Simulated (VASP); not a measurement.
Band structure of Al3GaN4 (space group Pm). Computed with PBEsol GGA, VASP's PBE PAW potentials (set 64) (plane waves; VASP).

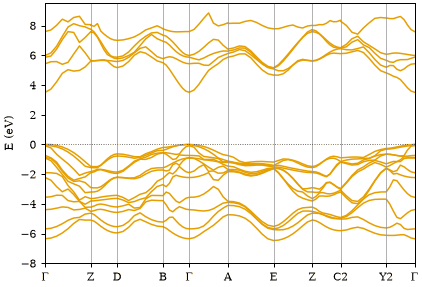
Figure. Bands along high-symmetry lines, zero at the valence-band maximum or, without a gap, the Fermi level

### Question
Read the plot: is there a gap, and where are the band edges?

### Answer
The gap is direct, 3.51 eV, from the valence maximum at Γ to the conduction minimum at Γ. (Edges off the drawn lines would not show.)

The structure comes from a computed database's Al3GaN4 entry (Pm); how it stands against other phases isn't given here. It was relaxed first.
